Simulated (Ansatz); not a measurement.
# Geometry relaxation of Si$_{3}$H$_{5}$F

The run: geometry relaxation of Si$_{3}$H$_{5}$F. Method and program: RKS PBE-D4/cc-pVDZ (Ansatz 0.2.0).

It belongs to a series of runs on one base structure; here: end point A relaxed.

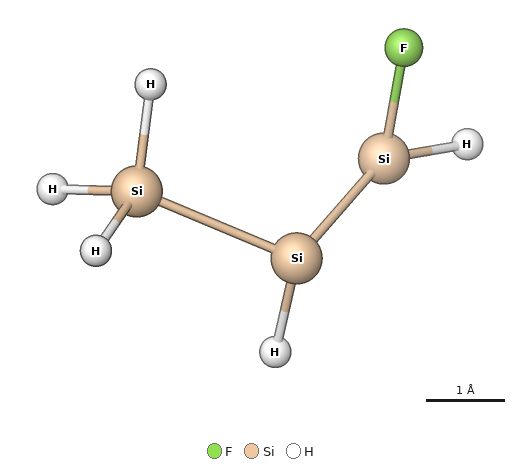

Fig. 1: The starting structure (ball-and-stick view, seen at a tilt).

Key numbers

| quantity | value |
| --- | --- |
| outcome | converged |
| total energy | −26416.0268 eV |
| mean-field energy | −26415.7880 eV |
| largest force (length of the vector) at the end | 0.013 eV/Å |
| hardware | 2 threads of Arm Neoverse V1, 24 GiB of memory available, shared host |
| wall time | 14 s (CPU time 26 s) |
| peak memory | 0.14 GiB |

Input
```yaml
crystal:
  periodic: [false, false, false]
  atoms:
    - { symbol: F, position_ang: [-1.13368, 1.77685, -1.67034] }
    - { symbol: Si, position_ang: [0.40984, 1.2603, -1.62275] }
    - { symbol: Si, position_ang: [0.82735, 0.61087, 0.46551] }
    - { symbol: Si, position_ang: [-0.51688, -1.13027, 1.17639] }
    - { symbol: H, position_ang: [0.80612, 1.97153, -2.84731] }
    - { symbol: H, position_ang: [2.20969, 0.04971, 0.32973] }
    - { symbol: H, position_ang: [-0.32349, -2.47202, 0.61143] }
    - { symbol: H, position_ang: [-1.91749, -0.77872, 0.92899] }
    - { symbol: H, position_ang: [-0.36145, -1.28825, 2.62834] }
basis:
  gaussian: { orbitals: cc-pVDZ }
hamiltonian:
  xc: pbe
  dispersion: d4
relax:
  f_tol: 0.02
  max_steps: 50
```

Command:
```bash
ansatz run input.yaml --threads 2 --pin off --max-ram 3072MiB --backend cpu --events-out ev --progress --plain --runs-dir out
```

Output
```
The last accepted step is kept in [file] (removed where the run ends without a failure and the disk answers)
Engine: ansatz 0.2.0, aarch64-unknown-linux-gnu
Functional definition: PBE
  parameter kappa = 0.804
  parameter beta = 0.06672455060314922
  exchange = pbe_x(kappa = kappa, mu = beta*pi^2/3)
  correlation = pbe_c(beta = beta)
1140 factors; their error is unknown
mean field evaluation 1: about -26412.5373 eV, gradient 3.3e1 eV
mean field evaluation 2: about -26403.7177 eV, gradient 7.0e1 eV
mean field evaluation 4: about -26414.6558 eV, gradient 1.2e1 eV
mean field evaluation 8: about -26415.3772 eV, gradient 1.0e-1 eV
mean field evaluation 16: about -26415.3521 eV, gradient 9.6e-5 eV
mean field -26415.35213418 eV, -970.7462859625 hartree, gradient 1.3e-5 eV, S^2 0.000000; 0 other end points of the search recorded, 0 dependent functions left out
the calculation of the forces begins
reference -26415.35217485 eV, -970.7462874571 hartree; 28, 28 occupied and 65, 65 virtual orbitals, 1140 factors
relax step   1: F+E_penalty+E_count = -26415.58943613 eV  Δ(F+E_penalty+E_count) = +0.000e0 eV  max|allowed force component| = 1.634e0 eV/Å  Δτ_max = 0.0000 Å  (28 SCF iters, accepted)
these checks for a lower state are left out or cut short: starts, cluster_reference, orbital_swaps, neighbouring_geometries, increment
1140 factors; their error is unknown
mean field -26415.71629964 eV, -970.7596687960 hartree, gradient 2.0e-5 eV, S^2 0.000000; 0 other end points of the search recorded, 0 dependent functions left out
the calculation of the forces begins
reference -26415.71634060 eV, -970.7596703015 hartree; 28, 28 occupied and 65, 65 virtual orbitals, 1140 factors
relax step   2: F+E_penalty+E_count = -26415.95353979 eV  Δ(F+E_penalty+E_count) = -3.641e-1 eV  max|allowed force component| = 4.214e-1 eV/Å  Δτ_max = 0.1944 Å  (29 SCF iters, accepted)
these checks for a lower state are left out or cut short: starts, cluster_reference, orbital_swaps, neighbouring_geometries, increment
1140 factors; their error is unknown
mean field evaluation 32: about -26415.7711 eV, gradient 1.2e-5 eV
mean field -26415.77110555 eV, -970.7616828761 hartree, gradient 1.2e-5 eV, S^2 0.000000; 0 other end points of the search recorded, 0 dependent functions left out
the calculation of the forces begins
reference -26415.77114608 eV, -970.7616843658 hartree; 28, 28 occupied and 65, 65 virtual orbitals, 1140 factors
relax step   3: F+E_penalty+E_count = -26416.00998006 eV  Δ(F+E_penalty+E_count) = -5.644e-2 eV  max|allowed force component| = 2.931e-1 eV/Å  Δτ_max = 0.1898 Å  (30 SCF iters, accepted)
these checks for a lower state are left out or cut short: starts, cluster_reference, orbital_swaps, neighbouring_geometries, increment
1140 factors; their error is unknown
mean field -26415.68666695 eV, -970.7585798151 hartree, gradient 1.6e-5 eV, S^2 0.000000; 0 other end points of the search recorded, 0 dependent functions left out
the calculation of the forces begins
reference -26415.68670800 eV, -970.7585813234 hartree; 28, 28 occupied and 65, 65 virtual orbitals, 1140 factors
relax step   4: F+E_penalty+E_count = -26415.92741779 eV  Δ(F+E_penalty+E_count) = +8.256e-2 eV  max|allowed force component| = 1.007e0 eV/Å  Δτ_max = 0.2000 Å  (29 SCF iters, rejected (line search))
these checks for a lower state are left out or cut short: starts, cluster_reference, orbital_swaps, neighbouring_geometries, increment
1140 factors; their error is unknown
mean field -26415.78521455 eV, -970.7622013723 hartree, gradient 4.4e-5 eV, S^2 0.000000; 0 other end points of the search recorded, 0 dependent functions left out
the calculation of the forces begins
reference -26415.78525506 eV, -970.7622028612 hartree; 28, 28 occupied and 65, 65 virtual orbitals, 1140 factors
relax step   5: F+E_penalty+E_count = -26416.02427478 eV  Δ(F+E_penalty+E_count) = -1.429e-2 eV  max|allowed force component| = 1.311e-1 eV/Å  Δτ_max = 0.0709 Å  (25 SCF iters, accepted)
these checks for a lower state are left out or cut short: starts, cluster_reference, orbital_swaps, neighbouring_geometries, increment
1140 factors; their error is unknown
mean field -26415.78683454 eV, -970.7622609060 hartree, gradient 3.7e-5 eV, S^2 0.000000; 0 other end points of the search recorded, 0 dependent functions left out
the calculation of the forces begins
reference -26415.78687502 eV, -970.7622623936 hartree; 28, 28 occupied and 65, 65 virtual orbitals, 1140 factors
relax step   6: F+E_penalty+E_count = -26416.02583353 eV  Δ(F+E_penalty+E_count) = -1.559e-3 eV  max|allowed force component| = 8.223e-2 eV/Å  Δτ_max = 0.0206 Å  (26 SCF iters, accepted)
these checks for a lower state are left out or cut short: starts, cluster_reference, orbital_swaps, neighbouring_geometries, increment
1140 factors; their error is unknown
mean field -26415.78777019 eV, -970.7622952904 hartree, gradient 3.7e-5 eV, S^2 0.000000; 0 other end points of the search recorded, 0 dependent functions left out
the calculation of the forces begins
reference -26415.78781064 eV, -970.7622967770 hartree; 28, 28 occupied and 65, 65 virtual orbitals, 1140 factors
relax step   7: F+E_penalty+E_count = -26416.02666056 eV  Δ(F+E_penalty+E_count) = -8.270e-4 eV  max|allowed force component| = 2.223e-2 eV/Å  Δτ_max = 0.0218 Å  (26 SCF iters, accepted)
these checks for a lower state are left out or cut short: starts, cluster_reference, orbital_swaps, neighbouring_geometries, increment
1140 factors; their error is unknown
mean field -26415.78798871 eV, -970.7623033208 hartree, gradient 1.8e-5 eV, S^2 0.000000; 0 other end points of the search recorded, 0 dependent functions left out
the calculation of the forces begins
reference -26415.78802919 eV, -970.7623048084 hartree; 28, 28 occupied and 65, 65 virtual orbitals, 1140 factors
relax step   8: F+E_penalty+E_count = -26416.02676738 eV  Δ(F+E_penalty+E_count) = -1.068e-4 eV  max|allowed force component| = 1.009e-2 eV/Å  Δτ_max = 0.0075 Å  (24 SCF iters, accepted)
1140 factors; their error is unknown
mean field evaluation 64: about -26406.8470 eV, gradient 6.5e1 eV
```

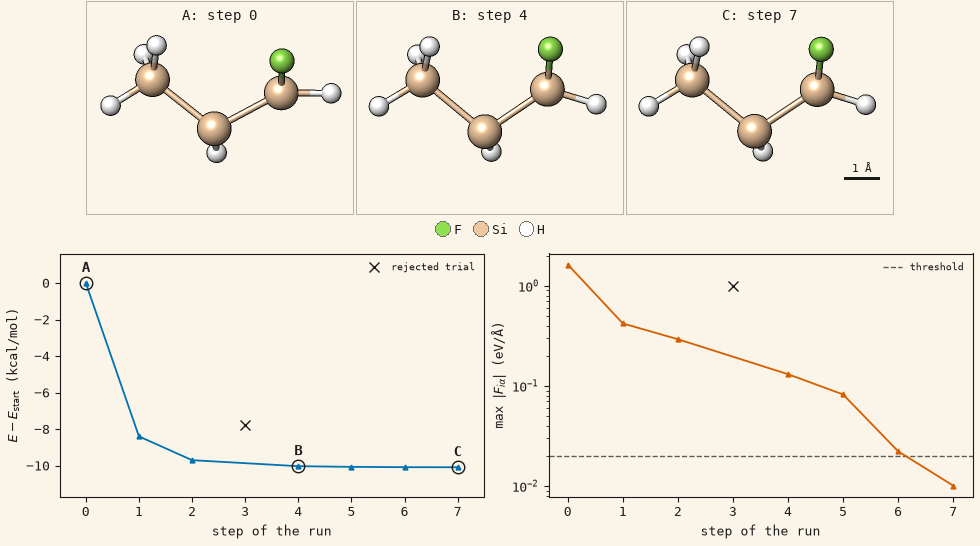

Fig. 2: Frames of the relaxation (ball-and-stick view, seen at a tilt) above the curves, on which the letters mark them (the first geometry is step 0 here and step 1 in the log).

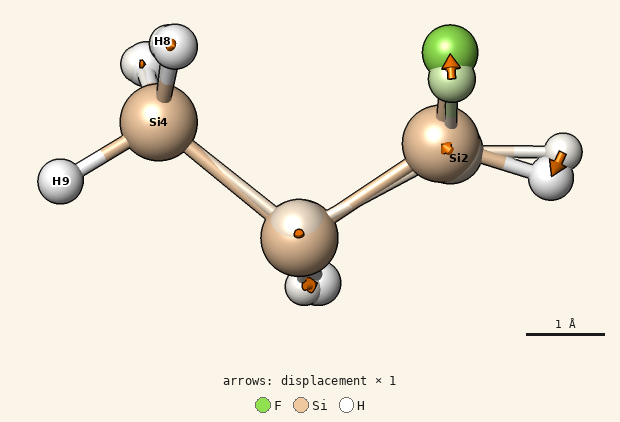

Fig. 3: Start (faint) and end (solid) with the displacements as orange arrows, at true length (ball-and-stick view, seen at a tilt). The two geometries are laid on each other by the best rigid fit. After 7 geometry steps the energy has fallen by 10.1 kcal/mol. The largest force component goes from 1.6 to 0.01 eV/Å. The line search rejected the trial step at point 3 (counted from 0) and went back. H5 moves most after the best rigid fit: 0.37 Å. Largest moves by element: H 0.37 Å, F 0.35 Å, Si 0.19 Å. Among the contacts that change: Si3–Si4 2.312 → 2.361 Å, Si2–H5 1.471 → 1.515 Å, F1–Si2 1.628 → 1.665 Å, Si3–H6 1.498 → 1.523 Å. Among the angles that change: Si3–Si2–H5 150.6° → 126.9°, F1–Si2–Si3 107.3° → 121.5°, F1–Si2–H5 94.5° → 105.0°. (Atoms are counted from 1 in the order of the input.)

```
mean field -26415.78798871 eV, -970.7623033208 hartree, gradient 1.8e-5 eV, S^2 0.000000; 1 other end points of the search recorded, 0 dependent functions left out
the calculation of the forces begins
reference -26415.78802919 eV, -970.7623048084 hartree; 28, 28 occupied and 65, 65 virtual orbitals, 1140 factors
Total energy: -26416.02680786 eV, -970.7710797628 hartree
Atom 0 at    -1.351403     1.566683    -1.841694 Å, force     0.000571    -0.000506     0.000390 eV/Å
Atom 1 at     0.248647     1.218625    -1.541335 Å, force    -0.002932     0.010089    -0.007694 eV/Å
Atom 2 at     0.938643     0.594171     0.469196 Å, force    -0.001243    -0.001477    -0.002520 eV/Å
Atom 3 at    -0.537183    -1.096573     1.203823 Å, force     0.003397     0.001307     0.003167 eV/Å
Atom 4 at     1.023265     2.032530    -2.556902 Å, force     0.001783    -0.000541     0.002891 eV/Å
Atom 5 at     2.306947     0.028631     0.113321 Å, force    -0.002354    -0.005379     0.001161 eV/Å
Atom 6 at    -0.297427    -2.432156     0.542224 Å, force     0.003017    -0.003546     0.000535 eV/Å
Atom 7 at    -1.944833    -0.636651     0.915601 Å, force    -0.002565    -0.000716    -0.002662 eV/Å
Atom 8 at    -0.386646    -1.275259     2.695757 Å, force     0.000327     0.000769     0.004732 eV/Å
Dipole moment:     0.188097    -0.035884    -0.099583 e Å
```

Trajectory as extended XYZ (Å, eV, eV/Å), 8 frames, from step=1 to step=8
```
9
Properties=species:S:1:pos:R:3:forces:R:3 step=1 energy=-26415.58944
F    -1.1337    1.7769   -1.6703   -1.6342   0.2497  -0.0714
Si    0.4098    1.2603   -1.6227   -0.0784  -0.6587   0.6733
Si    0.8274    0.6109    0.4655    0.7336   0.4618  -0.1144
Si   -0.5169   -1.1303    1.1764   -0.2057   0.1046  -0.2199
H     0.8061    1.9715   -2.8473    1.0296   0.3049  -0.5038
H     2.2097    0.0497    0.3297    0.4362  -0.1646   0.0281
H    -0.3235   -2.4720    0.6114    0.3110  -0.6297  -0.4420
H    -1.9175   -0.7787    0.9290   -0.7903   0.2698  -0.1320
H    -0.3614   -1.2882    2.6283    0.1981   0.0622   0.7820
9
Properties=species:S:1:pos:R:3:forces:R:3 step=2 energy=-26415.95354
F    -1.2996    1.7202   -1.7545   -0.4214  -0.0223   0.0647
Si    0.2736    1.2472   -1.5634    0.3600  -0.1079  -0.0486
Si    0.9310    0.5947    0.4788   -0.1719   0.2124  -0.2106
Si   -0.5538   -1.1092    1.1552    0.1760   0.1090   0.0867
H     0.9262    1.9598   -2.7455    0.1645  -0.0666   0.2726
H     2.3173    0.0033    0.3336    0.0722  -0.0425  -0.1759
H    -0.2886   -2.4497    0.5352    0.0508  -0.1191  -0.1103
H    -1.9807   -0.7286    0.9276   -0.1962   0.1144  -0.0785
H    -0.3255   -1.2378    2.6330   -0.0339  -0.0773   0.1998
9
Properties=species:S:1:pos:R:3:forces:R:3 step=3 energy=-26416.00998
F    -1.3622    1.5437   -1.7847    0.2931   0.0237  -0.0056
Si    0.2672    1.2422   -1.5433   -0.0784  -0.0153  -0.1509
Si    0.9501    0.6070    0.4765   -0.0017  -0.0153  -0.0669
Si   -0.5548   -1.0806    1.1846    0.1071  -0.0192   0.0503
H     1.0080    2.0273   -2.6355   -0.1879  -0.1063   0.2679
H     2.3181   -0.0110    0.1938   -0.0803   0.0740  -0.0386
H    -0.2837   -2.4073    0.5086   -0.0402   0.0440   0.0249
H    -1.9771   -0.6494    0.9241    0.0293   0.0111  -0.0132
H    -0.3656   -1.2718    2.6760   -0.0411   0.0033  -0.0679
9
Properties=species:S:1:pos:R:3:forces:R:3 step=4 energy=-26415.92742 accepted=F
F    -1.3363    1.5834   -1.8055   -0.2099  -0.1826  -0.0892
Si    0.2443    1.0998   -1.6155   -0.2799   0.0492   1.0073
Si    0.9650    0.5979    0.4562   -0.2119  -0.0118  -0.4295
Si   -0.5306   -1.0702    1.1940   -0.0578  -0.1098   0.0727
H     0.9681    2.0699   -2.4442    0.5516   0.4006  -0.7039
H     2.3133   -0.0012    0.1001    0.1228  -0.1217   0.0796
H    -0.2668   -2.4116    0.5529   -0.0149  -0.0157   0.0054
H    -1.9448   -0.6306    0.8742    0.1116   0.0000   0.0015
H    -0.4123   -1.2375    2.6878   -0.0117  -0.0082   0.0561
9
Properties=species:S:1:pos:R:3:forces:R:3 step=5 energy=-26416.02427
F    -1.3560    1.5491   -1.8230    0.1311  -0.0347   0.0113
Si    0.2566    1.2071   -1.5557   -0.1101   0.0679   0.0402
Si    0.9492    0.6016    0.4687   -0.0111  -0.0411  -0.0593
Si   -0.5392   -1.0852    1.1977    0.0121  -0.0204   0.0204
H     1.0028    2.0529   -2.5696    0.0006  -0.0323   0.0136
H     2.3119   -0.0025    0.1487   -0.0191   0.0333  -0.0105
H    -0.2909   -2.4187    0.5306   -0.0131   0.0207   0.0123
H    -1.9502   -0.6302    0.9123    0.0186  -0.0067   0.0008
H    -0.3843   -1.2740    2.6903   -0.0090   0.0132  -0.0288
9
Properties=species:S:1:pos:R:3:forces:R:3 step=6 energy=-26416.02583
F    -1.3529    1.5516   -1.8297    0.0763  -0.0236   0.0085
Si    0.2554    1.2105   -1.5491   -0.0822   0.0481   0.0190
Si    0.9461    0.5990    0.4701   -0.0063  -0.0246  -0.0344
Si   -0.5382   -1.0895    1.1998    0.0087  -0.0104   0.0067
H     1.0083    2.0455   -2.5648    0.0119  -0.0176   0.0053
H     2.3118    0.0127    0.1349   -0.0091   0.0135  -0.0031
H    -0.2982   -2.4234    0.5331   -0.0003   0.0065   0.0073
H    -1.9472   -0.6311    0.9141    0.0044   0.0019  -0.0008
H    -0.3851   -1.2753    2.6916   -0.0034   0.0060  -0.0086
9
Properties=species:S:1:pos:R:3:forces:R:3 step=7 energy=-26416.02666
F    -1.3519    1.5593   -1.8407    0.0127  -0.0035   0.0058
Si    0.2501    1.2173   -1.5408   -0.0222   0.0112  -0.0122
Si    0.9402    0.5956    0.4706    0.0021  -0.0094   0.0005
Si   -0.5368   -1.0955    1.2025    0.0048   0.0078  -0.0006
H     1.0187    2.0344   -2.5579    0.0091   0.0006   0.0011
H     2.3083    0.0270    0.1188   -0.0011   0.0006  -0.0015
H    -0.3007   -2.4304    0.5384    0.0038  -0.0039  -0.0004
H    -1.9428   -0.6307    0.9152   -0.0083  -0.0034  -0.0012
H    -0.3853   -1.2769    2.6938   -0.0008   0.0001   0.0085
9
Properties=species:S:1:pos:R:3:forces:R:3 step=8 energy=-26416.02677
F    -1.3514    1.5667   -1.8417    0.0006  -0.0005   0.0004
Si    0.2486    1.2186   -1.5413   -0.0029   0.0101  -0.0077
Si    0.9386    0.5942    0.4692   -0.0012  -0.0015  -0.0025
Si   -0.5372   -1.0966    1.2038    0.0034   0.0013   0.0032
H     1.0233    2.0325   -2.5569    0.0018  -0.0005   0.0029
H     2.3069    0.0286    0.1133   -0.0024  -0.0054   0.0012
H    -0.2974   -2.4322    0.5422    0.0030  -0.0035   0.0005
H    -1.9448   -0.6367    0.9156   -0.0026  -0.0007  -0.0027
H    -0.3866   -1.2753    2.6958    0.0003   0.0008   0.0047
```
